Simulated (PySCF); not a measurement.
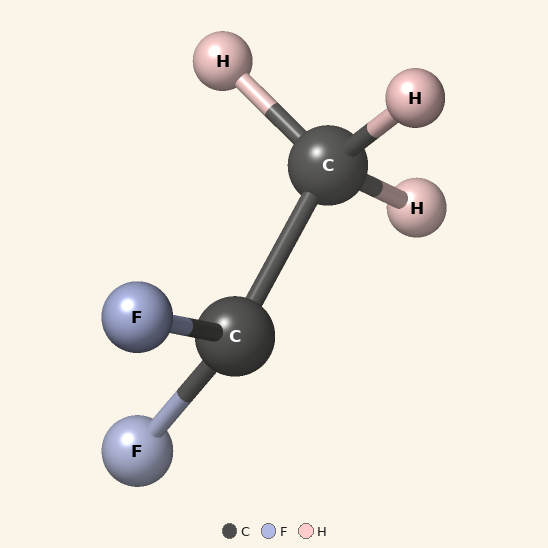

The species is neutral and a spin doublet. The geometry was computed by an optimisation with GFN2-xTB. No frequency run is at hand to confirm it as a minimum. Level of theory: UKS B3LYP, pcH-1 on C F H, non-relativistic (PySCF 2.14.0).

What does the calculation give?

The species is C2H3F2 (`C[C](F)F`).
- ⟨S²⟩ of the determinant: 0.752
- isotropic g value: 2.00380
